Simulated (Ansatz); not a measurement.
**Geometry relaxation, with input and output: AlB₂H₅O (part 1 of 2)**

The run: geometry relaxation of AlB₂H₅O. Method and program: RKS PBE-D4/def2-SVP (Ansatz 0.2.0).

The geometry: force-field start. Figures and captions count atoms from 1; the log counts them from 0 in places.

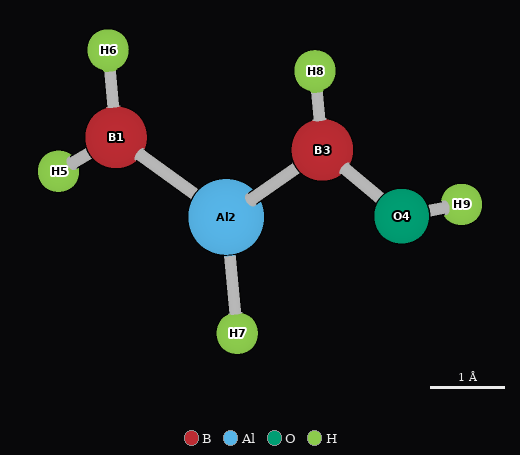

*The input geometry (ball-and-stick view, seen at a tilt; atoms are numbered from 1 in the order of the input). Sticks mark near contacts.*

Bond lengths as drawn: Al–B 2.01 to 2.06 Å, Al–H 1.63 Å, B–H 1.11 to 1.21 Å, B–O 1.53 Å and H–O 1.04 Å.

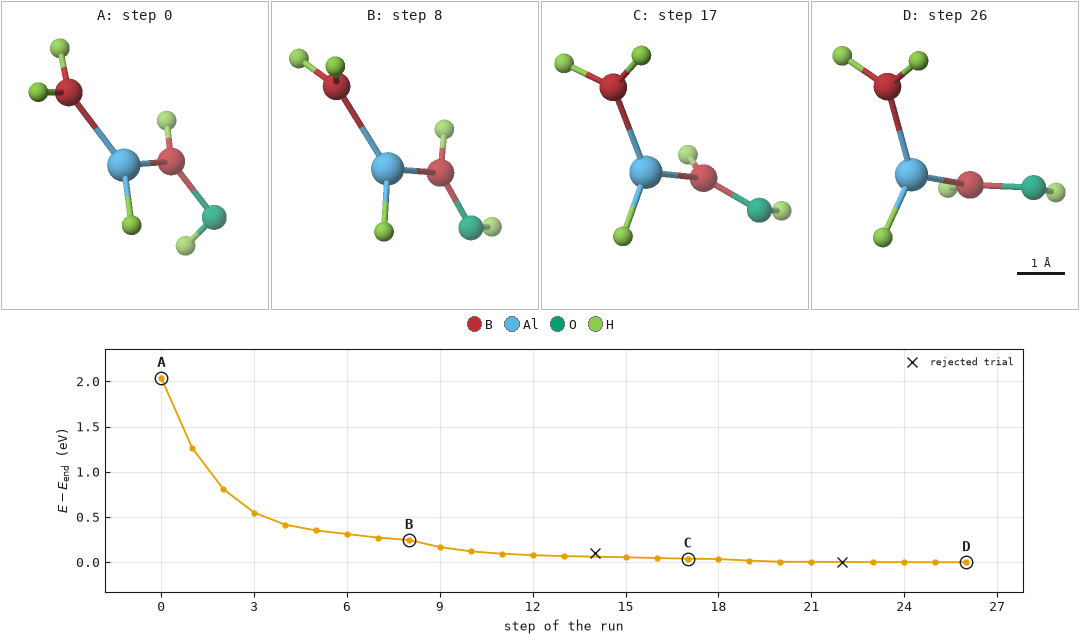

*Frames of the relaxation (ball-and-stick view, seen at a tilt) above the curves, on which the letters mark them (the first geometry is step 0 here and step 1 in the log).*

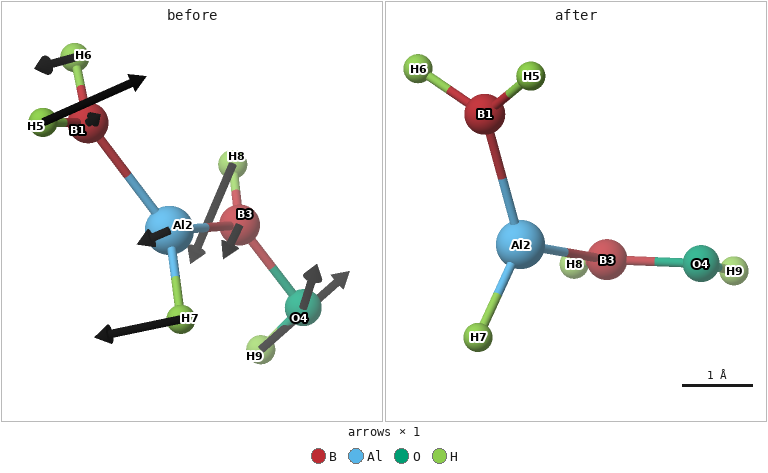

*Before (left) and after (right) the relaxation, at one scale (ball-and-stick view, seen at a tilt). The black arrows give the displacements, at true length.*

The atom that moves furthest after the best rigid fit is H9 (1.72 Å). Largest moves by element: H 1.72 Å, O 0.77 Å, B 0.56 Å, Al 0.53 Å. Among the contacts that change: B3–O4 1.532 → 1.364 Å, B3–H8 1.109 → 1.234 Å, B1–Al2 2.013 → 2.110 Å, Al2–B3 2.063 → 2.157 Å. Among the angles that change: B3–O4–H9 102.5° → 112.8°, B1–Al2–B3 119.2° → 123.1°, O4–B3–H8 122.5° → 118.7°. After 26 geometry steps the energy has fallen by 2.037 eV. Largest force component: 5 eV/Å at the start, 0.015 eV/Å at the end. The line search rejected the trial steps at points 14, 22 (counted from 0) and went back. (Atoms are counted from 1 in the order of the input.)

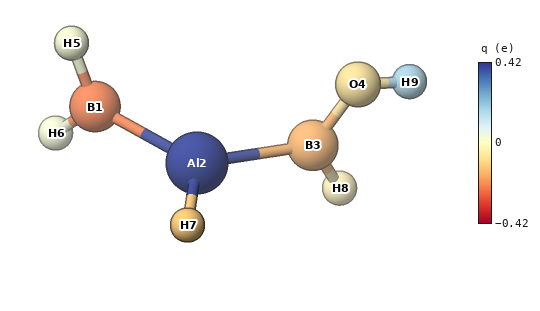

*Mulliken charges, as the colour of each atom (ball-and-stick view, seen at a tilt; atoms are numbered from 1 in the order of the input).*

By element: B −0.23 to −0.16, Al +0.40, O −0.08 and H −0.12 to +0.18 e.

The input that produced these results follows, with the program's output.

Input
```yaml
crystal:
  periodic: [false, false, false]
  atoms:
    - {symbol: B, position_ang: [-0.628900, 0.791800, -1.925500]}
    - {symbol: Al, position_ang: [0.571400, 0.313500, -0.382100]}
    - {symbol: B, position_ang: [-0.155900, -0.895300, 1.123100]}
    - {symbol: O, position_ang: [0.833500, -1.262100, 2.233800]}
    - {symbol: H, position_ang: [-0.279800, 1.523600, -2.824900]}
    - {symbol: H, position_ang: [-1.789600, 0.455500, -1.957600]}
    - {symbol: H, position_ang: [2.106200, 0.853100, -0.346300]}
    - {symbol: H, position_ang: [-1.196800, -1.276800, 1.101700]}
    - {symbol: H, position_ang: [0.628300, -0.549700, 2.960800]}
basis:
  gaussian: {orbitals: def2-SVP}
hamiltonian: {xc: pbe, dispersion: d4}
relax: {f_tol: 0.03, max_steps: 200}
```

Launched with:
```bash
ansatz run in.yaml --threads 2 --pin off --events-out ev --progress --plain --max-ram 4352MiB
```

The program's output
```
Functional definition: PBE
  name "PBE"
  cite "Perdew, Burke & Ernzerhof, Phys. Rev. Lett. 77, 3865 (1996) doi:10.1103/PhysRevLett.77.3865"
  parent pbe
  parameter kappa = 0.804
  parameter beta = 0.06672455060314922
  exchange = pbe_x(kappa = kappa, mu = beta*pi^2/3)
  correlation = pbe_c(beta = beta)
934 factors; their error is unknown
mean field evaluation 1: about -10055.5696 eV, gradient 5.0e1 eV
mean field evaluation 2: about -9987.2751 eV, gradient 1.5e2 eV
mean field evaluation 4: about -10061.2937 eV, gradient 7.3e0 eV
mean field evaluation 8: about -10061.5025 eV, gradient 2.3e-1 eV
mean field evaluation 16: about -10061.4678 eV, gradient 8.6e-5 eV
mean field -10061.46778750 eV, -369.7521212828 hartree, gradient 2.4e-5 eV, S^2 0.000000; 1 other end points of the search recorded, 0 dependent functions left out
the calculation of the forces begins
reference -10061.46782925 eV, -369.7521228170 hartree; 18, 18 occupied and 67, 67 virtual orbitals, 934 factors
relax step   1: F+E_penalty+E_count = -10061.60014138 eV  Δ(F+E_penalty+E_count) = +0.000e0 eV  max|allowed force component| = 4.988e0 eV/Å  Δτ_max = 0.0000 Å  (40 SCF iters, accepted)
these checks for a lower state are left out or cut short: starts, cluster_reference, orbital_swaps, neighbouring_geometries, increment
934 factors; their error is unknown
mean field -10062.24717431 eV, -369.7807632199 hartree, gradient 7.7e-6 eV, S^2 0.000000; 0 other end points of the search recorded, 0 dependent functions left out
[... from here on the field's lines of each further geometry are left out, up to the last ...]
relax step   2: F+E_penalty+E_count = -10062.37534548 eV  Δ(F+E_penalty+E_count) = -7.752e-1 eV  max|allowed force component| = 2.137e0 eV/Å  Δτ_max = 0.1981 Å  (31 SCF iters, accepted)
relax step   3: F+E_penalty+E_count = -10062.82710396 eV  Δ(F+E_penalty+E_count) = -4.518e-1 eV  max|allowed force component| = 1.219e0 eV/Å  Δτ_max = 0.1959 Å  (31 SCF iters, accepted)
relax step   4: F+E_penalty+E_count = -10063.08869794 eV  Δ(F+E_penalty+E_count) = -2.616e-1 eV  max|allowed force component| = 1.057e0 eV/Å  Δτ_max = 0.1907 Å  (31 SCF iters, accepted)
relax step   5: F+E_penalty+E_count = -10063.22177465 eV  Δ(F+E_penalty+E_count) = -1.331e-1 eV  max|allowed force component| = 3.584e-1 eV/Å  Δτ_max = 0.2000 Å  (26 SCF iters, accepted)
relax step   6: F+E_penalty+E_count = -10063.28559649 eV  Δ(F+E_penalty+E_count) = -6.382e-2 eV  max|allowed force component| = 2.185e-1 eV/Å  Δτ_max = 0.1997 Å  (27 SCF iters, accepted)
relax step   7: F+E_penalty+E_count = -10063.32592760 eV  Δ(F+E_penalty+E_count) = -4.033e-2 eV  max|allowed force component| = 2.352e-1 eV/Å  Δτ_max = 0.1998 Å  (28 SCF iters, accepted)
relax step   8: F+E_penalty+E_count = -10063.36467358 eV  Δ(F+E_penalty+E_count) = -3.875e-2 eV  max|allowed force component| = 5.417e-1 eV/Å  Δτ_max = 0.1953 Å  (26 SCF iters, accepted)
relax step   9: F+E_penalty+E_count = -10063.39156938 eV  Δ(F+E_penalty+E_count) = -2.690e-2 eV  max|allowed force component| = 7.201e-1 eV/Å  Δτ_max = 0.1950 Å  (26 SCF iters, accepted)
relax step  10: F+E_penalty+E_count = -10063.46974573 eV  Δ(F+E_penalty+E_count) = -7.818e-2 eV  max|allowed force component| = 3.898e-1 eV/Å  Δτ_max = 0.2000 Å  (26 SCF iters, accepted)
relax step  11: F+E_penalty+E_count = -10063.51706541 eV  Δ(F+E_penalty+E_count) = -4.732e-2 eV  max|allowed force component| = 2.265e-1 eV/Å  Δτ_max = 0.2000 Å  (26 SCF iters, accepted)
relax step  12: F+E_penalty+E_count = -10063.54349761 eV  Δ(F+E_penalty+E_count) = -2.643e-2 eV  max|allowed force component| = 1.868e-1 eV/Å  Δτ_max = 0.2000 Å  (28 SCF iters, accepted)
relax step  13: F+E_penalty+E_count = -10063.55884151 eV  Δ(F+E_penalty+E_count) = -1.534e-2 eV  max|allowed force component| = 2.942e-1 eV/Å  Δτ_max = 0.2000 Å  (32 SCF iters, accepted)
relax step  14: F+E_penalty+E_count = -10063.56957312 eV  Δ(F+E_penalty+E_count) = -1.073e-2 eV  max|allowed force component| = 2.499e-1 eV/Å  Δτ_max = 0.1913 Å  (32 SCF iters, accepted)
relax step  15: F+E_penalty+E_count = -10063.53706278 eV  Δ(F+E_penalty+E_count) = +3.251e-2 eV  max|allowed force component| = 6.159e-1 eV/Å  Δτ_max = 0.1969 Å  (27 SCF iters, rejected (line search))
relax step  16: F+E_penalty+E_count = -10063.58229792 eV  Δ(F+E_penalty+E_count) = -1.272e-2 eV  max|allowed force component| = 1.527e-1 eV/Å  Δτ_max = 0.0985 Å  (26 SCF iters, accepted)
relax step  17: F+E_penalty+E_count = -10063.59130054 eV  Δ(F+E_penalty+E_count) = -9.003e-3 eV  max|allowed force component| = 1.329e-1 eV/Å  Δτ_max = 0.0967 Å  (27 SCF iters, accepted)
relax step  18: F+E_penalty+E_count = -10063.59791912 eV  Δ(F+E_penalty+E_count) = -6.619e-3 eV  max|allowed force component| = 3.325e-1 eV/Å  Δτ_max = 0.1435 Å  (27 SCF iters, accepted)
relax step  19: F+E_penalty+E_count = -10063.60220277 eV  Δ(F+E_penalty+E_count) = -4.284e-3 eV  max|allowed force component| = 6.197e-1 eV/Å  Δτ_max = 0.1464 Å  (27 SCF iters, accepted)
relax step  20: F+E_penalty+E_count = -10063.61925849 eV  Δ(F+E_penalty+E_count) = -1.706e-2 eV  max|allowed force component| = 4.010e-1 eV/Å  Δτ_max = 0.2000 Å  (27 SCF iters, accepted)
relax step  21: F+E_penalty+E_count = -10063.63206954 eV  Δ(F+E_penalty+E_count) = -1.281e-2 eV  max|allowed force component| = 6.439e-2 eV/Å  Δτ_max = 0.1269 Å  (27 SCF iters, accepted)
relax step  22: F+E_penalty+E_count = -10063.63233435 eV  Δ(F+E_penalty+E_count) = -2.648e-4 eV  max|allowed force component| = 3.813e-1 eV/Å  Δτ_max = 0.1434 Å  (27 SCF iters, accepted)
relax step  23: F+E_penalty+E_count = -10063.63086335 eV  Δ(F+E_penalty+E_count) = +1.471e-3 eV  max|allowed force component| = 2.211e-1 eV/Å  Δτ_max = 0.0418 Å  (27 SCF iters, rejected (line search))
relax step  24: F+E_penalty+E_count = -10063.63625983 eV  Δ(F+E_penalty+E_count) = -3.925e-3 eV  max|allowed force component| = 6.335e-2 eV/Å  Δτ_max = 0.0201 Å  (28 SCF iters, accepted)
relax step  25: F+E_penalty+E_count = -10063.63704991 eV  Δ(F+E_penalty+E_count) = -7.901e-4 eV  max|allowed force component| = 1.029e-2 eV/Å  Δτ_max = 0.0465 Å  (27 SCF iters, accepted)
relax step  26: F+E_penalty+E_count = -10063.63725630 eV  Δ(F+E_penalty+E_count) = -2.064e-4 eV  max|allowed force component| = 3.073e-2 eV/Å  Δτ_max = 0.0326 Å  (27 SCF iters, accepted)
the calculation of the forces begins
reference -10063.50973047 eV, -369.8271613029 hartree; 18, 18 occupied and 67, 67 virtual orbitals, 934 factors
relax step  27: F+E_penalty+E_count = -10063.63733440 eV  Δ(F+E_penalty+E_count) = -7.810e-5 eV  max|allowed force component| = 1.488e-2 eV/Å  Δτ_max = 0.0090 Å  (27 SCF iters, accepted)
934 factors; their error is unknown
mean field evaluation 224: about -10063.5097 eV, gradient 4.4e-4 eV
mean field -10063.50968791 eV, -369.8271597387 hartree, gradient 9.7e-6 eV, S^2 0.000000; 1 other end points of the search recorded, 0 dependent functions left out
the calculation of the forces begins
reference -10063.50973047 eV, -369.8271613029 hartree; 18, 18 occupied and 67, 67 virtual orbitals, 934 factors
Total energy: -10063.63737696 eV, -369.8318522250 hartree
Atom 0 at    -0.512402     0.629957    -2.092506 Å, force     0.001376     0.004993    -0.004300 eV/Å
Atom 1 at     0.414304     0.818337    -0.206832 Å, force     0.002125     0.005111     0.000178 eV/Å
Atom 2 at     0.012873    -0.515412     1.440488 Å, force    -0.000995    -0.013676     0.001777 eV/Å
Atom 3 at     0.741803    -1.662795     1.555639 Å, force    -0.014335     0.014877     0.010554 eV/Å
Atom 4 at    -0.034073    -0.028200    -3.005706 Å, force    -0.001906     0.000788     0.003356 eV/Å
Atom 5 at    -1.595321     1.132967    -2.358148 Å, force     0.001624    -0.005984     0.002921 eV/Å
Atom 6 at     1.432679     2.053881     0.034690 Å, force    -0.001377    -0.001718    -0.001790 eV/Å
Atom 7 at    -0.860335    -0.280377     2.279960 Å, force     0.011809    -0.002740    -0.006713 eV/Å
Atom 8 at     0.488873    -2.194759     2.335415 Å, force     0.001678    -0.001651    -0.005981 eV/Å
Dipole moment:    -0.081772    -0.328315     0.349456 e Å
```

Trajectory as extended XYZ (Å, eV, eV/Å), 27 frames, from step=1 to step=27
```
9
Properties=species:S:1:pos:R:3:forces:R:3 step=1 energy=-10061.60014
B    -0.6289    0.7918   -1.9255   -0.9169   0.7269  -1.2609
Al    0.5714    0.3135   -0.3821    1.8332   0.1504   0.4188
B    -0.1559   -0.8953    1.1231    4.9882  -0.0430   2.6596
O     0.8335   -1.2621    2.2338   -2.8336   2.3967  -0.5314
H    -0.2798    1.5236   -2.8249   -0.0456   0.0602  -0.3013
H    -1.7896    0.4555   -1.9576   -0.2873  -0.1038  -0.1443
H     2.1062    0.8531   -0.3463   -0.1218  -0.0015   0.0558
H    -1.1968   -1.2768    1.1017   -3.1584  -1.4203   0.4795
H     0.6283   -0.5497    2.9608    0.5422  -1.7657  -1.3758
9
Properties=species:S:1:pos:R:3:forces:R:3 step=2 energy=-10062.37535
B    -0.6610    0.8880   -2.0020   -0.2722   0.0444  -0.5801
Al    0.6283    0.3042   -0.4249    0.4637   0.0260   0.1522
B    -0.0954   -0.9105    1.1916    2.1374  -0.7517   1.4009
O     0.8379   -1.2473    2.2631   -1.5309   1.8957  -0.6011
H    -0.3201    1.5551   -2.9648    0.0010   0.0572  -0.0139
H    -1.8113    0.4849   -2.0699   -0.0760   0.0646   0.0450
H     2.1393    0.8768   -0.3458   -0.0239  -0.0076  -0.0012
H    -1.2072   -1.3318    1.2917   -0.9352  -0.0936   0.2385
H     0.5780   -0.6659    3.0439    0.2362  -1.2350  -0.6403
9
Properties=species:S:1:pos:R:3:forces:R:3 step=3 energy=-10062.82710
B    -0.6680    0.8855   -2.0595   -0.1013   0.0708  -0.0575
Al    0.6616    0.2911   -0.4452   -0.0205  -0.3818  -0.1576
B    -0.0269   -0.9628    1.2044    0.1393  -0.1346   0.2197
O     0.8924   -1.1181    2.2325   -0.7080   1.2190   0.3827
H    -0.3338    1.5792   -3.0094    0.0055  -0.0549  -0.0057
H    -1.8359    0.5129   -2.0891    0.0684   0.0577   0.0082
H     2.1573    0.8833   -0.3481    0.0194   0.0616   0.0157
H    -1.2109   -1.3045    1.4221    0.2387   0.2634   0.0157
H     0.4524   -0.8130    3.0753    0.3585  -1.1011  -0.4212
9
Properties=species:S:1:pos:R:3:forces:R:3 step=4 energy=-10063.08870
B    -0.6714    0.8824   -2.0661   -0.0055  -0.0980  -0.0971
Al    0.6709    0.2420   -0.4805   -0.0191  -0.1255   0.0076
B    -0.0101   -0.9351    1.2155    0.2368   0.2569   0.0047
O     0.9191   -0.9578    2.2395   -1.0569   0.3162   0.0370
H    -0.3300    1.5725   -3.0138   -0.0228  -0.0002  -0.0156
H    -1.8403    0.5192   -2.0833    0.0119   0.0960   0.0044
H     2.1477    0.8858   -0.3508    0.0073  -0.0150  -0.0513
H    -1.1960   -1.2594    1.4485    0.3925   0.0497   0.0519
H     0.3987   -0.9960    3.0740    0.4559  -0.4802   0.0584
9
Properties=species:S:1:pos:R:3:forces:R:3 step=5 energy=-10063.22177
B    -0.6657    0.8665   -2.1045   -0.0290  -0.0765  -0.0679
Al    0.6530    0.2795   -0.4728    0.0256   0.1037  -0.0586
B    -0.0154   -0.8377    1.2436   -0.1385  -0.1012   0.3584
O     0.8906   -0.9435    2.2674   -0.3134   0.1846   0.1155
H    -0.3172    1.5210   -3.0760    0.0078  -0.0296   0.0080
H    -1.8479    0.5471   -2.1052    0.0239   0.0641   0.0051
H     2.1296    0.9261   -0.3609    0.0220  -0.0129  -0.0670
H    -1.1759   -1.2154    1.4884    0.1761   0.0827  -0.1391
H     0.4374   -1.1900    3.1030    0.2255  -0.2150  -0.1544
9
Properties=species:S:1:pos:R:3:forces:R:3 step=6 energy=-10063.28560
B    -0.6580    0.8560   -2.1088   -0.0432  -0.0208  -0.0781
Al    0.6390    0.3651   -0.4260   -0.0635   0.0812  -0.1270
B    -0.0383   -0.7807    1.2843   -0.0310  -0.0036   0.0463
O     0.8715   -0.9369    2.2873   -0.0458  -0.0228   0.2185
H    -0.2710    1.3482   -3.1648   -0.0273  -0.1097   0.0922
H    -1.8664    0.6478   -2.0579    0.0738   0.0926  -0.0087
H     2.1168    1.0177   -0.3911    0.0089  -0.0011   0.0331
H    -1.1793   -1.2100    1.4792    0.0180   0.0221  -0.0807
H     0.4740   -1.3536    3.0808    0.1101  -0.0378  -0.0956
```
